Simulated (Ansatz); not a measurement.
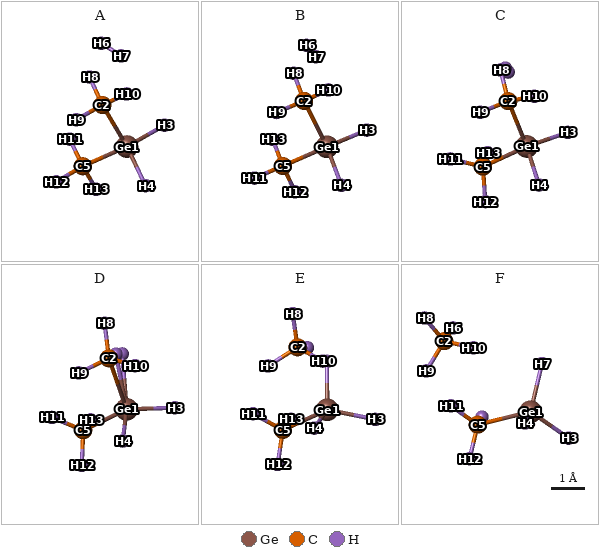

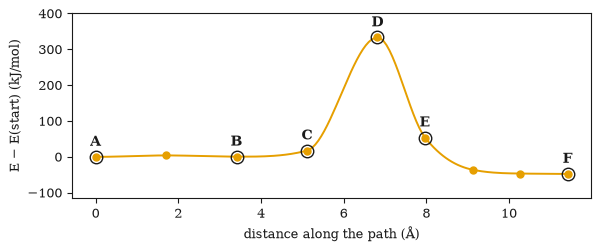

NEB run on C2H10Ge, made up of C₂H₈Ge and H$_{2}$. Images are numbered from 0 (start) to 8 (end). Frames A to F are images 0, 2, 3, 4, 5, 8. The picture is a ball-and-stick view, seen from a free direction.

Computed with RKS B3LYP-D4/def2-mTZVP in Ansatz. Run with 7 movable images; climbing image; force threshold 0.03 eV/Å; iteration limit 60; starting path through a guess of the saddle point.

**What happens along the path, and what is the barrier?**

The energy climbs by 333.2 kJ/mol to image 4 and then falls by 380.8 kJ/mol, so the end point sits at −47.6 kJ/mol. The path has more than one stage, and so few images may leave a stage unresolved. Breaking: Ge1–C2 (1.97 → 2.33 at the top → 3.94 Å), H6–H7 (0.74 → 1.16 at the top → 3.15 Å). Forming: C2–H6 (3.94 → 1.39 at the top → 1.09 Å), Ge1–H7 (3.48 → 1.94 at the top → 1.54 Å). The band converged in 25 iterations. The largest component of the band force went from 7.7 to 0.018 eV/Å. The climbing image converged on the top of the path. Its vibrational analysis gives one imaginary mode (1935i cm⁻¹), as a transition state must have.

Limits of the set-up: the start holds two separate molecules, 2.8 Å apart at their closest, whose relative position is a soft coordinate.

The run took 14 min on 2 threads of Arm Neoverse N1, on a shared host, peak memory 0.26 GiB.
